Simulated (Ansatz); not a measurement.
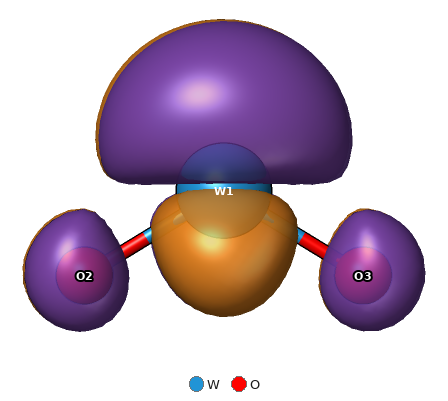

O₂W (charge −1, doublet). The HOMO (α) at ±0.1 Å⁻³ᐟ² (orange and purple are the two phases), seen across its widest extent.

Geometry: PBE0-D4/def2-TZVPD; ⟨S²⟩ = 1.08, above the pure value of 0.75; core potentials replace the inner electrons of W.

Level of theory: UKS PBE0-D4/def2-TZVPD in Ansatz.

| atom | x (Å) | y (Å) | z (Å) |
| --- | --- | --- | --- |
| W | -0.3533 | 0.4854 | -0.0188 |
| O | -1.0168 | -1.1087 | 0.0784 |
| O | 1.3701 | 0.6233 | -0.0596 |

What is the character of this orbital?

Answer. Its weight (Hirshfeld) is mainly on W1 (about 85 %), O2 (about 10 %) and O3 (about 10 %). Its energy is −0.34 eV.
